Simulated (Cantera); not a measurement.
Input: 1 mol Ni, 0.22 mol NH3, 1.7 mol N2, held at 12000 Pa.

These are equilibrium values from Cantera (NASA tables, ideal gas, pure condensed phases), not measurements of a reactor. Candidate condensed phases: Ni; 10 gas species. The numbers say what is thermodynamically allowed, not how fast it happens.

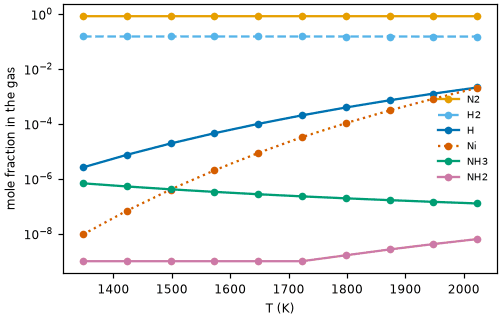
Equilibrium gas composition (values under 1e-9 drawn at 1e-9)

Q: Read off the mole fractions at 1348 K.

A: N2 about 0.85, H2 about 0.15, H about 2.6e-6, NH3 about 6.9e-7.
